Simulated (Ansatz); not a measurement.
```
atom    x (Å)    y (Å)    z (Å)
  Sn   0.0594  -0.1045   0.3762
   H   0.0557   0.0024   2.0930
  Cl   2.2960   0.1976  -0.4111
   O  -1.0389   1.4789  -0.2040
   H  -1.0552   1.5414  -1.1792
   H  -0.5093  -1.5677  -0.3548
```

Core potentials replace the inner electrons of Sn.

Computed with RKS revPBE/def2-SVP in Ansatz.

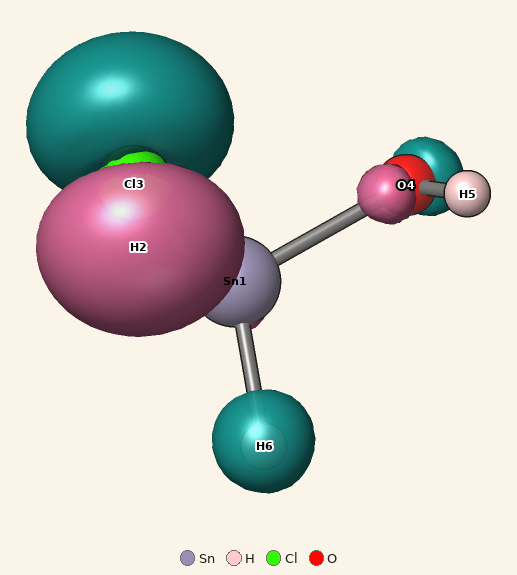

ClH$_{3}$OSn. The HOMO−1 at ±0.15 Å⁻³ᐟ² (teal and pink are the two phases), seen at an oblique angle.

Describe this orbital and give its energy.

Answer. Its weight (Hirshfeld) is mainly on Cl3 (about 80 %) and Sn1 (about 10 %); largely a lone pair of Cl3. Its energy is −7.10 eV.
